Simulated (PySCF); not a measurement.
## Electronic structure of C$_{6}$H$_{15}$NOSi (SMILES CC(=O)N[SiH2]C(C)(C)C) in real space

```xyz
24

C     3.6357    0.2716    0.4074
C     2.5893    1.1608    1.0344
O     2.8622    2.1629    1.6685
N     1.2825    0.7976    0.8584
Si    0.0266    1.8299    1.5742
C    -1.6433    1.0346    1.1354
C    -1.7160   -0.3816    1.7129
C    -1.8213    0.9957   -0.3849
C    -2.7397    1.9030    1.7613
H     3.5214    0.2584   -0.6877
H     4.6304    0.6534    0.6632
H     3.5352   -0.7639    0.7674
H     1.0793   -0.0406    0.3269
H     0.1864    1.8818    3.0563
H     0.0980    3.2033    0.9964
H    -0.9612   -1.0522    1.2708
H    -1.5645   -0.3874    2.8043
H    -2.7054   -0.8302    1.5135
H    -1.0516    0.3814   -0.8801
H    -2.8025    0.5626   -0.6486
H    -1.7745    2.0034   -0.8279
H    -3.7375    1.4870    1.5358
H    -2.7180    2.9341    1.3725
H    -2.6453    1.9552    2.8581
```

Geometry: PBE0-D3(BJ)/def2-SVP.

Computed with PBE0/pcSseg-1, SCF density, gas phase, non-relativistic in PySCF 2.14.0.

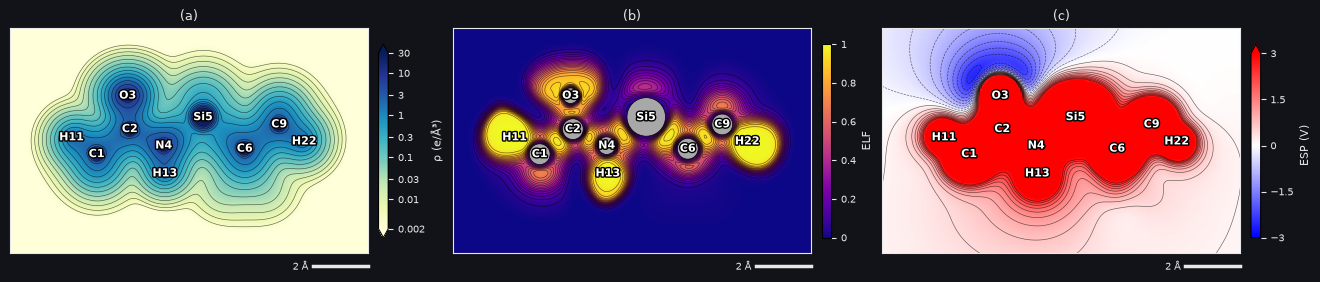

Figure 1. (a) electron density; (b) electron localisation function; (c) molecular electrostatic potential on the plane of atoms N4, Si5 and C6. Grey discs cover the atomic cores in the ELF map.

> Describe what can be read from this map.

The plane passes through C, O, N, Si and H nuclei. C–O (1.22 Å): ρ is about 3.2 e/Å³ halfway; the ELF peaks at about 0.85 between the atoms (a multiple bond). C–N (1.37 Å): ρ is about 2.3 e/Å³ halfway; the ELF peaks at about 0.90 between the atoms; localised, covalent bonding. C–C (1.51 Å): ρ at the midpoint is about 1.7 e/Å³; the ELF peaks at about 0.95 between the atoms (a shared electron pair). Si–N (1.78 Å): the density is about 0.98 e/Å³ at the midpoint; the ELF peaks at about 0.95 between the atoms: a polar covalent bond. C–Si (1.90 Å): ρ at the midpoint is about 0.95 e/Å³; the ELF peaks at about 0.95 between the atoms (a covalent bond). The ELF also peaks beside O3, away from the bonds: lone-pair regions. Outside the dense part of the molecule the potential is most negative (−2.5 V) near O3.

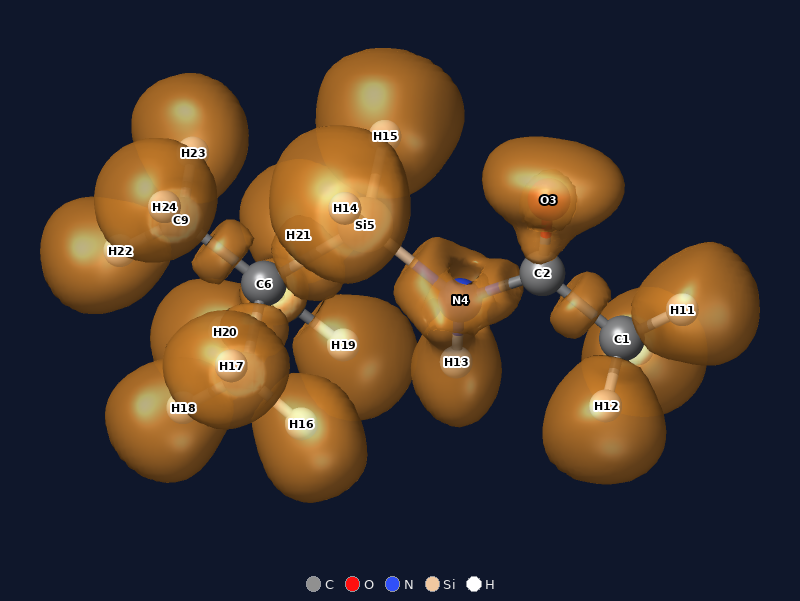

Figure 2. Isosurface of the ELF at 0.75 (orange), seen at a tilt. Core shells and regions of very low density are left out.

> Where are the electrons localised?

The surface consists of four regions between bonded C–C atoms (shared pairs), one region between bonded C–Si atoms (shared pairs), 14 regions around hydrogen nuclei, one region on O in which the atom's valence shell and bonds are merged and one joined region spread over several atoms (H, N), in which their bonds and any lone pairs are merged.

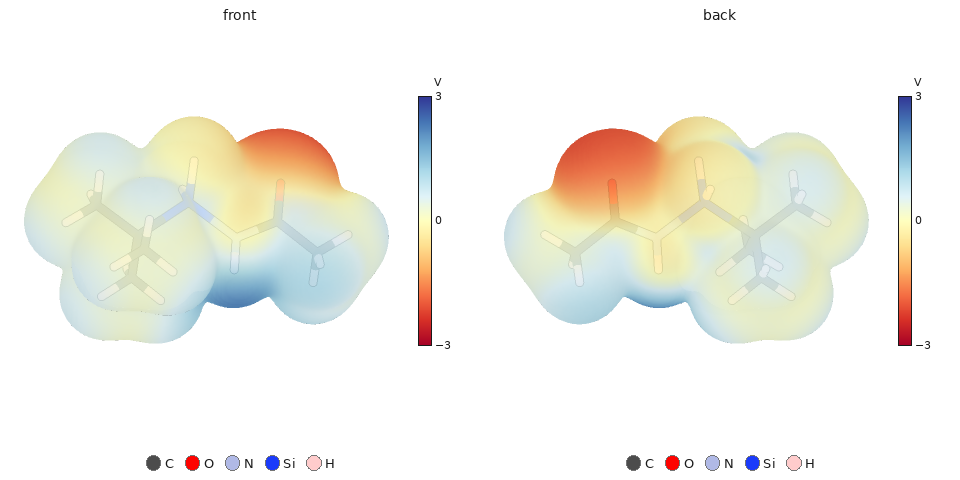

Figure 3. The electrostatic potential painted on the density surface at 0.002 e/bohr³, seen from the front and from behind; red is negative and blue positive.

> Describe the electrostatic potential map.

The most negative region (about −2.0 V) lies over O3, the most positive (about +2.2 V) over H13. O3 is the likeliest acceptor of a hydrogen bond.

> What dipole moment does the calculation give?

Its dipole moment is 3.95 D.
